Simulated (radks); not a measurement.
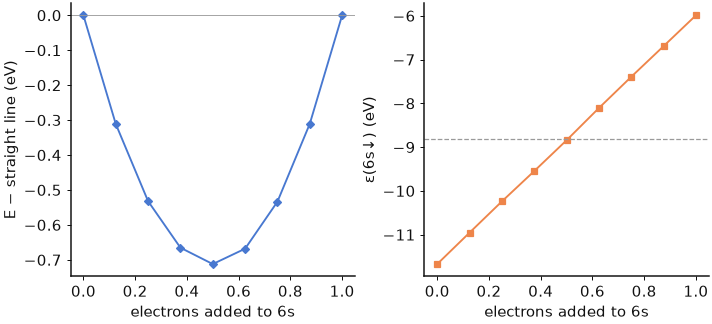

Computed with the in-house radial solver radks: scalar-relativistic Kohn-Sham, r2SCAN, spin-polarised, spherical densities, finite nucleus. The occupation of the 6s shell is varied from Ir⁺ ([Xe] 4f14 5d7 6s1 (high spin)) to Ir ([Xe] 4f14 5d7 6s2 (high spin)), with spherical fractional occupations. The plot shows the total energy less the straight line between the end points, and the eigenvalue of 6s↓ (the dashed line is minus the energy to take the whole electron out).

Question: Is the energy convex or concave in the occupation, and by how much?

Answer: The curve is convex (below the straight line), with the largest deviation among the points computed, −0.71 eV, at 0.5. The end points differ by 8.82 eV, the energy to take the electron out. The eigenvalue, which is the slope of the energy (Janak's theorem), moves from −11.7 eV at 0 to −5.99 eV at 1; for a straight line it would stay constant, and a parabola would sag by an eighth of this change, scaled to a whole electron, 0.71 eV. Convexity is the delocalisation error: fractional charges are too low in energy.
